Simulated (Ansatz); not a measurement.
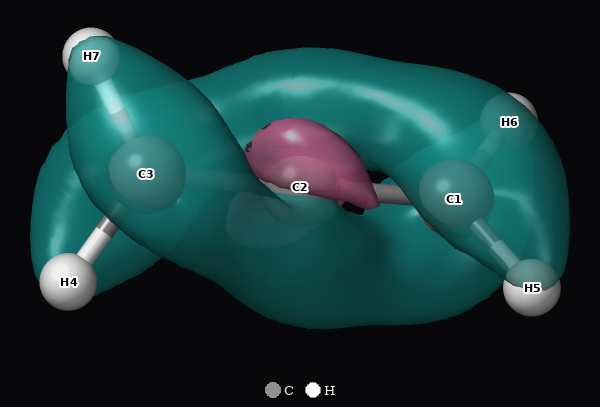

The picture shows: C3H4 (SMILES C=[C][CH2+]) (charge +1, doublet). Isosurfaces of the spin density at +0.03 (teal) and −0.03 e/Å³ (pink), seen at a tilt.

Geometry: B3LYP-D3(BJ)/def2-SVP.

Method: isolated molecule in a Gaussian basis; Kohn-Sham density functional theory, functional PBE0 in Ansatz 0.2.0.

| atom | x (Å) | y (Å) | z (Å) |
| --- | --- | --- | --- |
| C | -1.4523 | 0.1581 | 0.0850 |
| C | -0.1621 | 0.3494 | -0.1202 |
| C | 1.1282 | 0.5402 | -0.3257 |
| H | 1.7858 | -0.2947 | -0.6232 |
| H | -2.0714 | -0.3801 | -0.6533 |
| H | -1.9440 | 0.5315 | 0.9997 |
| H | 1.5814 | 1.5392 | -0.2051 |

### Describe the spin distribution.

The unpaired spin (1 electron) lies mostly on C1 (about 0.3), C3 (about 0.3) and C2 (about 0.2), in electrons by Hirshfeld's partition.
